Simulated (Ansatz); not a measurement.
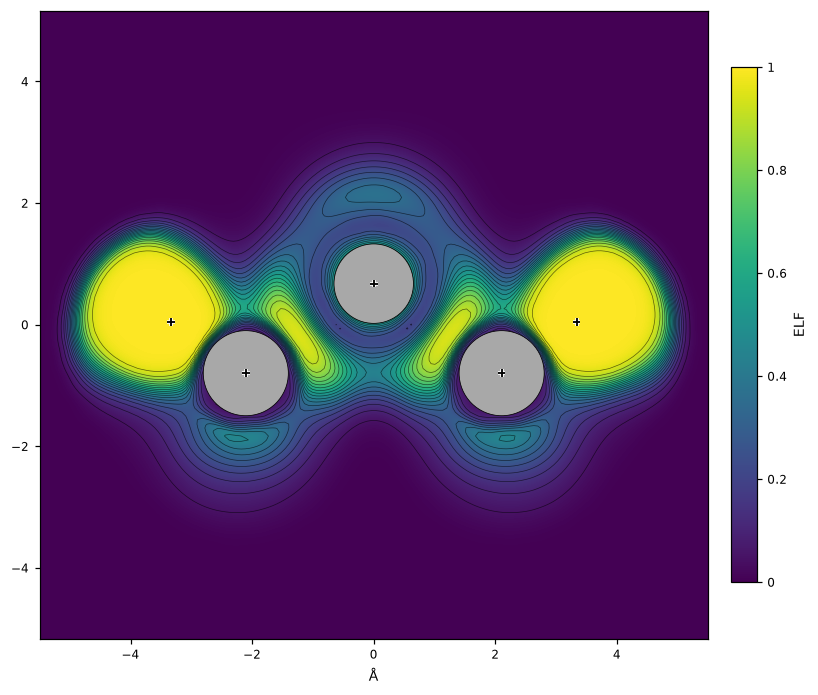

The ELF on a plane through atoms (crosses mark nuclei in the plane; grey discs cover the cores).

Level of theory: Ansatz 0.2.0, isolated molecule in a Gaussian basis; Kohn-Sham density functional theory, functional PBE0.

Candidates:
A. C$_{3}$H$_{11}$NTi (SMILES [CH3][Ti]([CH3])([CH3])[NH2])
B. CH$_{5}$GaSe (SMILES C[Se][GaH2])
C. FH$_{9}$Si$_{3}$Sn (SMILES F[SiH2][SnH]([SiH3])[SiH3])

> Which candidate gave the map?

Candidate C: FH$_{9}$Si$_{3}$Sn on the plane of atoms Si3, Sn5 and Si4, which holds Si, Sn and H. Si–Sn (2.57 Å): the ELF peaks at about 0.95 between the atoms (a shared electron pair). Si–H (1.50 Å): the ELF climbs to about 1 towards the hydrogen, as it does in any bond to H.
